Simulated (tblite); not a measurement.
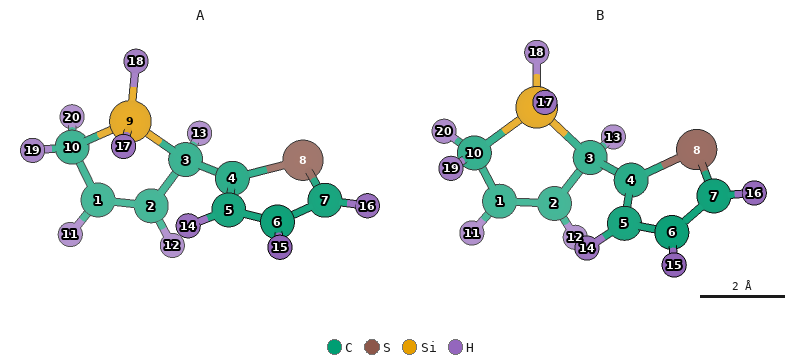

Two geometries of C₈H₁₀SSi, drawn at one scale. One is the start of a relaxation, the other its converged end. Style: ball-and-stick. Shown at a tilt.

These are results of GFN2-xTB geometry optimisation, gas phase in tblite, not measurements. 

> Which one is relaxed?

Structure B is the relaxed one. H17 moves most after the best rigid fit: 1.18 Å. By element the largest moves are H 1.18 Å, S 0.60 Å, Si 0.46 Å, C 0.41 Å. Among the contacts that change: C7–S8 1.850 → 1.724 Å, C5–C6 1.348 → 1.414 Å, C3–Si9 1.870 → 1.929 Å, C1–H11 1.134 → 1.081 Å. Bond angles that change, for instance: S8–C7–H16 128.3° → 119.2°, Si9–C10–H20 104.2° → 113.1°, H19–C10–H20 114.7° → 106.1°. Groups turn about Si9–C10 by about 35°, C3–Si9 by about 30°, C1–C10 by about 25°. The energy falls by 18.8 kcal/mol in 100 geometry steps.
